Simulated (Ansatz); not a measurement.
Input

```
crystal:
  lattice:
    - [0.0, 4.1903851136, 4.1903851136]
    - [4.1903851136, 0.0, 4.1903851136]
    - [4.1903851136, 4.1903851136, 0.0]
  atoms:
    - { symbol: Li, position: [0.7097200113, 0.2902799887, 0.2902799887] }
    - { symbol: Li, position: [0.2902799887, 0.7097200113, 0.2902799887] }
    - { symbol: Li, position: [0.2902799887, 0.7097200113, 0.7097200113] }
    - { symbol: Li, position: [0.7097200113, 0.2902799887, 0.7097200113] }
    - { symbol: Li, position: [0.2902799887, 0.2902799887, 0.7097200113] }
    - { symbol: Li, position: [0.7097200113, 0.7097200113, 0.2902799887] }
    - { symbol: Be, position: [0.25, 0.25, 0.25] }
    - { symbol: Be, position: [0.75, 0.75, 0.75] }
    - { symbol: Nb, position: [0.0, 0.0, 0.0] }
basis:
  ecutwfc: 420
kpoints:
  mp_grid: { grid: [8, 8, 8] }
hamiltonian:
  xc: pbe
scf:
  occupations: { method: gaussian, width: 0.1 }
output:
  forces: true
  stress: true
  eigenvalues: true
  write_density: true
  write_potential: true
  elf: true
  volumetric_format: npy
relax:
  adjacent_minimum: "off"
  f_tol: 0.01
  max_steps: 80
  cell: { stress_tol: 0.05 }
```

Launched as:

```sh
ansatz run input.yaml --threads 1 --pin off --max-ram 2048MiB --backend cpu --events-out ev --progress --plain --runs-dir out
```

Below, planes, directions and counts refer to the conventional cell (a = 8.40 Å, b = 8.40 Å, c = 8.40 Å, α = 90.00°, β = 90.00°, γ = 90.00°).

The fields are those of the run's last geometry, not of the input's.

Space group Fm-3m; a structure generated by program, which may or may not match a known phase; computed without spin polarisation.

Theory: Ansatz, DFT PBE, scalar-relativistic, plane waves, PAW.

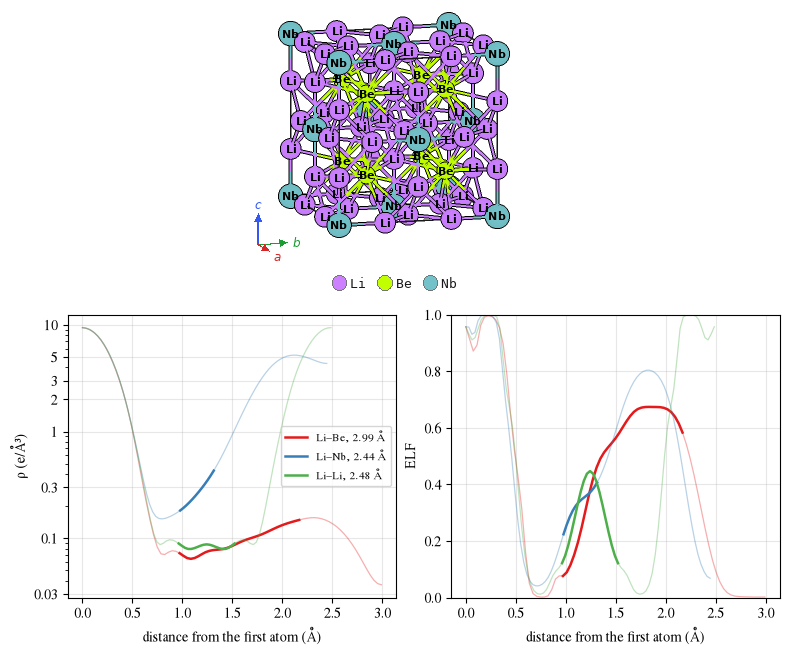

Li6Be2Nb. Valence electron density and ELF along straight lines between neighbouring atoms. Thin, pale parts lie inside the atomic spheres. The structure is drawn too.

The density is the valence pseudo-density of a PAW calculation; it isn't the true density close to the nuclei.

Question: What can be read from the curves?

Answer: Li–Be (2.99 Å): the density is about 0.08 e/Å³ at the midpoint, with its minimum of 0.06 e/Å³ about 1.1 Å from Li; the ELF peaks at about 0.65 between the atoms.
Li–Nb (2.44 Å): ρ at the midpoint is about 0.32 e/Å³; the ELF is about 0.35 at the midpoint.
Li–Li (2.48 Å): the density is about 0.09 e/Å³ at the midpoint; the ELF is about 0.45 at the midpoint.
